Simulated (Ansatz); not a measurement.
Consider Cl3H2HfN.

| atom | x (Å) | y (Å) | z (Å) |
| --- | --- | --- | --- |
| Cl | 1.9154 | -1.7174 | 0.6522 |
| Cl | -1.3981 | -1.6609 | -1.5267 |
| Cl | 1.3700 | 0.9562 | -2.0624 |
| Hf | 0.3148 | -0.4385 | -0.4901 |
| N | -0.5645 | 0.7137 | 0.8780 |
| H | -1.5095 | 1.0897 | 0.8171 |
| H | -0.1280 | 1.0573 | 1.7320 |

Geometry: PBE0-D4/def2-SVP; core potentials replace the inner electrons of Hf.

Method: isolated molecule in a Gaussian basis; Kohn-Sham density functional theory, functional PBE0 in Ansatz.

Predict the electron density and electron localisation function between the atoms.

Hf–N (1.99 Å): the density is about 0.89 e/Å³ at the midpoint; the ELF peaks at about 0.90 in the valence shell of N, 0.6 Å from its nucleus, and is about 0.30 at the midpoint.
Hf–Cl (2.35 Å): ρ is about 0.61 e/Å³ halfway; the ELF peaks at about 0.85 in the valence shell of Cl, 0.8 Å from its nucleus, and is about 0.35 at the midpoint.

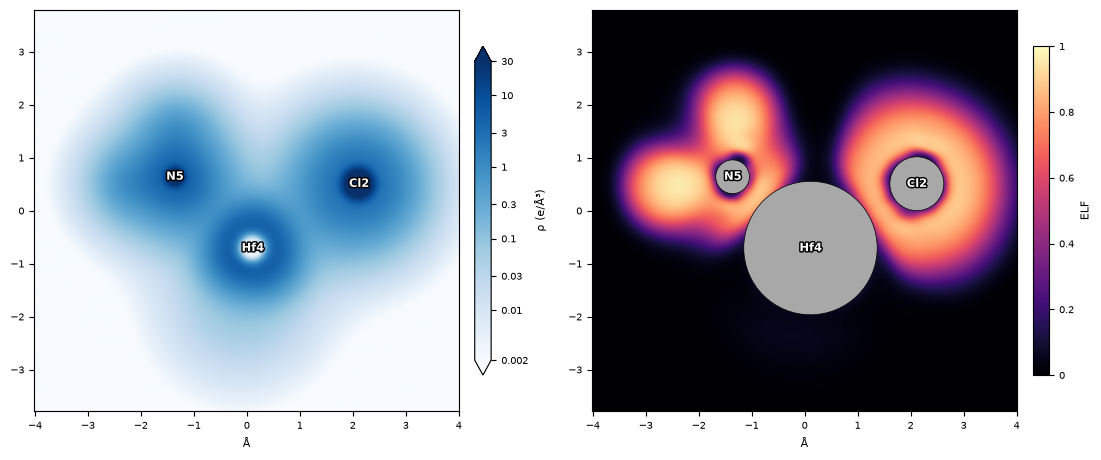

Computed electron density and electron localisation function on the plane of atoms Cl2, Hf4 and N5, in this order. Grey discs cover the atomic cores in the ELF map. 
